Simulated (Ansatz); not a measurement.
## Al2O3, response to strain

The parent structure is Al2O3 in the corundum structure (space group R-3c, No. 167; a = 4.8080 Å, c = 13.1216 Å (hexagonal axes)). Axes: x lies along a and z along c of the hexagonal cell.

Strains are applied to the cell and any free atomic positions relax; under biaxial strain the out-of-plane vector relaxes too.

Level of theory: plane-wave PAW DFT at the PBE level (Ansatz, a quantum-chemistry and plane-wave program, 420 eV), no spin-orbit coupling, earlier PAW set.

Notes on the quantities. in-plane stress: mean in-plane stress (compression positive).

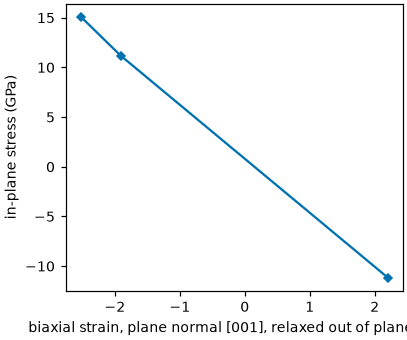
Fig. 1. in-plane stress against biaxial strain, plane normal [001], relaxed out of plane

```tsv
biaxial strain, plane normal [001], relaxed out of plane (%)	in-plane stress
-2.52	+15.1 GPa
-1.91	+11.2 GPa
2.2	-11.1 GPa
```

No phonon test of stability was made.
